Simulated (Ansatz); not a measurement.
Input file:

```
crystal:
  periodic: [false, false, false]
  atoms:
    - { symbol: "N", position_ang: [-1.7691, -0.4627, 0.1898] }
    - { symbol: B, position_ang: [-0.3864, -0.9263, 0.1844] }
    - { symbol: O, position_ang: [0.4664, -0.642, -0.9617] }
    - { symbol: Si, position_ang: [1.4188, 0.8105, -0.5447] }
    - { symbol: F, position_ang: [0.2803, 2.1006, -0.5416] }
    - { symbol: H, position_ang: [-2.4361, -1.239, 0.2658] }
    - { symbol: H, position_ang: [-1.9168, 0.1531, 1.0489] }
    - { symbol: H, position_ang: [-1.44094, -0.12143, -0.73618] }
    - { symbol: H, position_ang: [1.9984, 0.6847, 0.816] }
    - { symbol: H, position_ang: [2.3869, 1.0475, -1.5273] }
magnetization:
  spin_polarized: true
basis:
  gaussian: { orbitals: def2-SVP }
hamiltonian:
  xc: b3lyp
  dispersion: d4
relax:
  f_tol: 0.02
  max_steps: 50
output:
  orbitals: {}
```

Run with:

```sh
ansatz run input.yaml --threads 2 --pin off --max-ram 3072MiB --backend cpu --events-out ev --progress --plain --runs-dir out
```

The fields are those of the run's last geometry, not of the input's.

These are results of UKS B3LYP-D4/def2-SVP (Ansatz), not measurements.

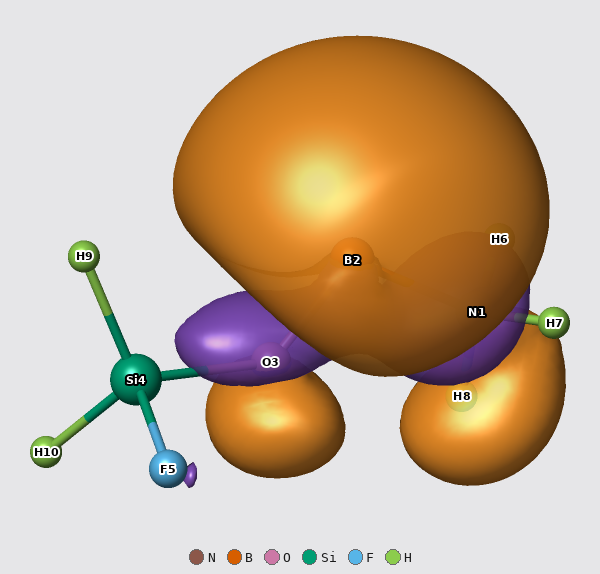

BFH₅NOSi. The HOMO at ±0.06 Å⁻³ᐟ² (orange and purple are the two phases), seen at a tilt.

Question: Where does this orbital lie, and at what energy?

Answer: By Hirshfeld shares it lies mainly on B2 (about 75 %), N1 (about 10 %) and O3 (about 5 %). Its energy is −4.14 eV.
